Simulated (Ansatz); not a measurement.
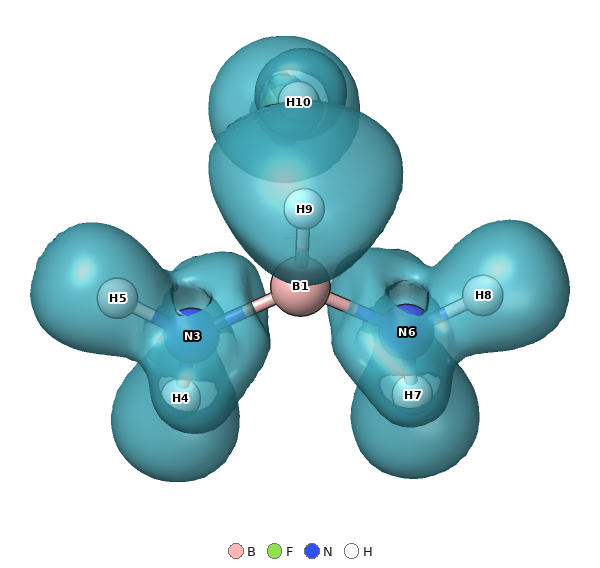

The picture shows: BH5N2···HF. Isosurface of the electron localisation function at 0.75 (cyan), seen across its widest extent. Only the valence region is drawn (cores and ρ < 0.01 e/Å³ removed).

Not at a stationary point (largest force 0.6 eV/Å).

The calculation used RKS BHLYP-D4/6-31G* in Ansatz 0.2.0.

Input file:

```
crystal:
  periodic: [false, false, false]
  atoms:
    - { symbol: B, position_ang: [0.0, 0.0, 0.0] }
    - { symbol: F, position_ang: [0.0, 0.0, 1.67] }
    - { symbol: "N", position_ang: [1.3423, 0.0, -0.775] }
    - { symbol: H, position_ang: [1.8089, -0.9179, -1.0268] }
    - { symbol: H, position_ang: [1.7937, 0.9179, -1.0532] }
    - { symbol: "N", position_ang: [-1.3423, 0.0, -0.775] }
    - { symbol: H, position_ang: [-2.0112, -0.8164, -0.6764] }
    - { symbol: H, position_ang: [-1.5914, 0.8164, -1.4036] }
    - { symbol: H, position_ang: [-0.1864, 1.4017, 0.4698] }
    - { symbol: H, position_ang: [-0.1469, 1.1046, 1.3144] }
basis:
  gaussian: { orbitals: "6-31G*" }
hamiltonian:
  xc: { name: BHLYP }
  dispersion: d4
relax:
  f_tol: 0.15
  max_steps: 25
  restrain:
    - { distance: [0, 8], at: 1.19, k: 30.0 }
    - { distance: [9, 1], at: 0.92, k: 30.0 }
    - { distance: [0, 1], at: 2.52, k: 30.0 }
    - { distance: [9, 8], at: 1.86, k: 30.0 }
output:
  orbitals: {}
```

Run with:

```sh
ansatz run input.yaml --threads 1 --pin off --max-ram 2048MiB --backend cpu --events-out ev --progress --plain --runs-dir out
```

The fields are those of the run's last geometry, not of the input's.

Question: Where are the electrons localised?

Answer: The surface consists of one region around a hydrogen nucleus, one joined region spread over several atoms (F, H), in which their bonds and any lone pairs are merged and two joined regions spread over several atoms (H, N), in which their bonds and any lone pairs are merged. Profiles from the grid: B1···H10 (2.21 Å): the ELF dips to about 0.05 between them. B–N (1.41 Å): the ELF peaks at about 0.95 between the atoms: a polar covalent bond.
